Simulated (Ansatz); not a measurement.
## Electronic structure of CH₃F₃InN in real space

Input

```
crystal:
  periodic: [false, false, false]
  atoms:
    - {symbol: C, position_ang: [-2.474319, 0.118424, -1.276166]}
    - {symbol: F, position_ang: [-3.995370, 0.756170, 1.121794]}
    - {symbol: F, position_ang: [-1.038286, 0.505220, 2.689303]}
    - {symbol: F, position_ang: [-2.928265, -2.231189, 2.215157]}
    - {symbol: In, position_ang: [-2.507541, -0.380221, 1.755955]}
    - {symbol: N, position_ang: [-1.796972, -0.499229, -0.397116]}
    - {symbol: H, position_ang: [-2.200329, 0.112231, -2.341072]}
    - {symbol: H, position_ang: [-3.361320, 0.670818, -0.932914]}
    - {symbol: H, position_ang: [-0.976943, -1.006390, -0.735126]}
basis:
  gaussian:
    orbitals: def2-SVPD
hamiltonian:
  xc: pbe0
output:
  forces: true
  orbitals: {seedname: orbitals}
```

Command:

```sh
ansatz run input.yaml --threads 2 --pin off --max-ram 4350MiB --events-out events.jsonl --progress --plain --runs-dir runs
```

Geometry: PBE0-D3(BJ)/def2-SVP; core potentials replace the inner electrons of In.

Method: isolated molecule in a Gaussian basis; Kohn-Sham density functional theory, functional PBE0 in Ansatz 0.2.0.

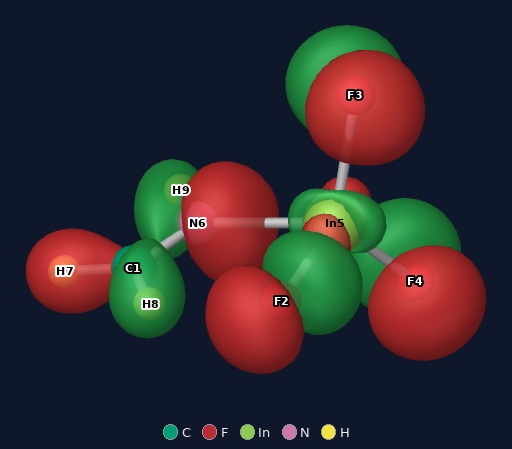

Figure 1. The HOMO at ±0.08 Å⁻³ᐟ² (green and red are the two phases), seen at an oblique angle.

Question: Describe this orbital and give its energy.

Answer: Its weight (Hirshfeld) is mainly on F4 (about 30 %), F3 (about 30 %), F2 (about 20 %), N6 (about 10 %) and In5 (about 5 %); largely a combination of lone pairs on F4, F3, F2 and N6. Its energy is −10.16 eV.

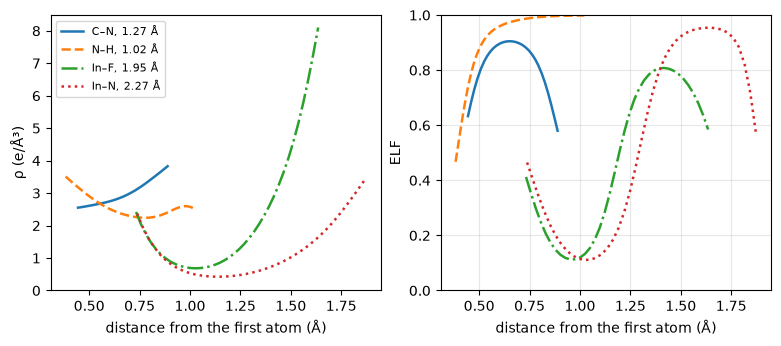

Figure 2. Electron density and ELF along straight lines between neighbouring atoms. The curves leave out the atomic cores.

Question: What can be read from the curves?

Answer: C–N (1.27 Å): ρ is about 2.8 e/Å³ halfway; the ELF peaks at about 0.90 between the atoms (a multiple bond).
N–H (1.02 Å): ρ at the midpoint is about 2.9 e/Å³; the ELF climbs to about 1 towards the hydrogen, as it does in any bond to H (a covalent bond by its length).
In–F (1.95 Å): ρ is about 0.72 e/Å³ halfway; the ELF peaks at about 0.80 in the valence shell of F, 0.5 Å from its nucleus, and drops to about 0.10 between the two atoms.
In–N (2.27 Å): ρ is about 0.42 e/Å³ halfway; the ELF peaks at about 0.95 in the valence shell of N, 0.6 Å from its nucleus, and drops to about 0.10 between the two atoms.

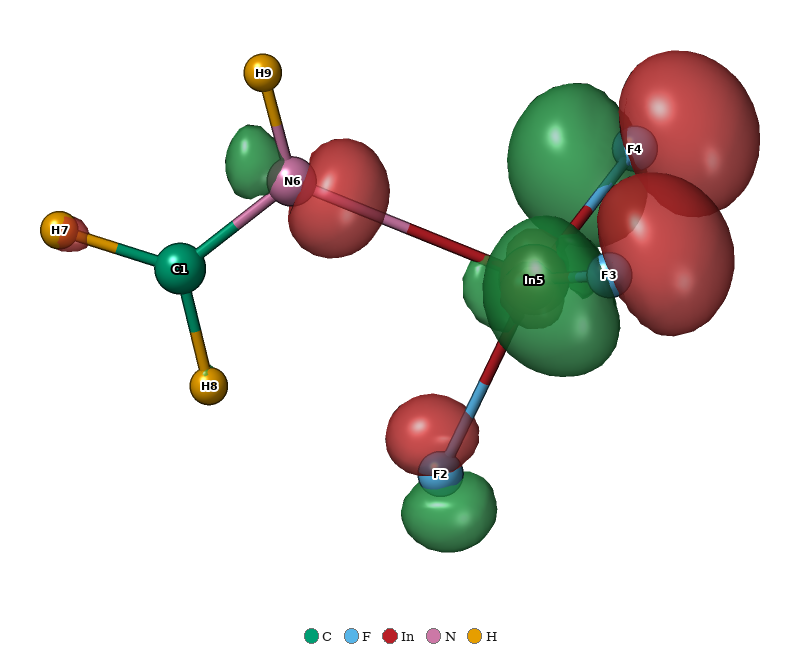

Figure 3. The HOMO−1 at ±0.15 Å⁻³ᐟ² (green and red are the two phases), seen at a tilt.

Question: Describe this orbital and give its energy.

Answer: By Hirshfeld shares it lies mainly on F4 (about 40 %), F3 (about 40 %) and In5 (about 10 %); largely a combination of lone pairs on F4 and F3. Its energy is −10.17 eV.
